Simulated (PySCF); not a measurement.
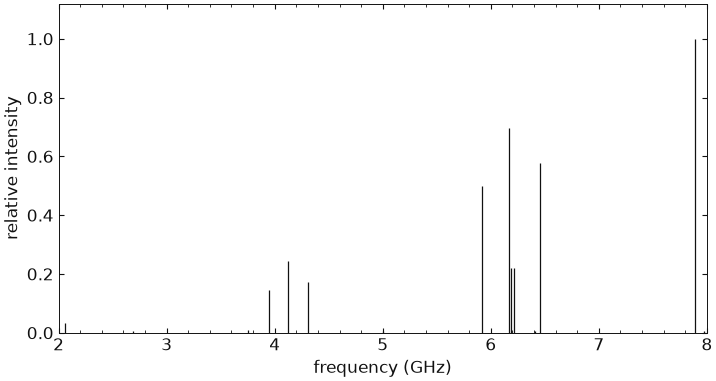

C₂H₄N₂OSSi, SMILES [SiH3]Oc1cnsn1. Simulated rotational absorption lines between 2 and 8 GHz at 1.5 K: rigid rotor with the equilibrium constants and dipole of one optimised conformer (PBE0-D3(BJ)/def2-SVP, PySCF), commonest isotopes; no centrifugal distortion, hyperfine structure, internal rotation or nuclear-spin weights; lines within 1 MHz of each other are summed.

**What are the rotational constants, and what kind of rotor is it?**

Rotational constants A, B, C = 5.503, 1.122, 0.9423 GHz; Ray's κ = −0.92, a near-prolate asymmetric top.

**Which dipole components drive the lines?**

|μa|, |μb|, |μc| = 1.42, 0.00, 0.00 D; a-type lines carry 100 % of the intensity in this range.

Note: coarse grid, loose stop and no frequency check, small forces are noise and the end may be a saddle.
